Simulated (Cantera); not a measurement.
Charge: 1 mol SiO2, 1.5 mol HBr, 0.58 mol H2, held at 1602 °C.

These are equilibrium values from Cantera (NASA tables, ideal gas, pure condensed phases), not measurements of a reactor. Candidate condensed phases: Br2, H2O, Si, SiO2; 28 gas species. The tables' values for SiO2, SiBr3 are old estimates; treat these amounts as uncertain. The tables hold silica as quartz up to 1696 K and as liquid above; real silica turns to tridymite and cristobalite and melts near 1996 K. Rates play no part.

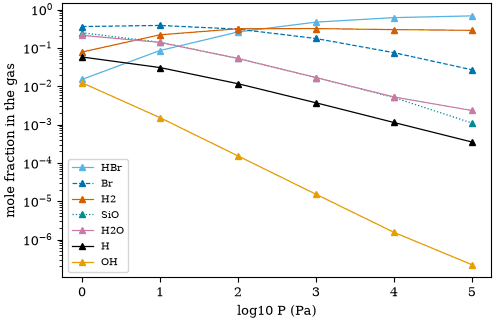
Fig. 1. Equilibrium gas composition (values under 1e-9 drawn at 1e-9)

At 0.00750 Torr nothing is condensed. From 0.0750 Torr to 750 Torr the condensed part is SiO2(condensed). The main Si-bearing gas is SiO throughout. The share of Si in condensed phases is highest at 750 Torr (99.6 %) and lowest at 0.00750 Torr (0.0 %).
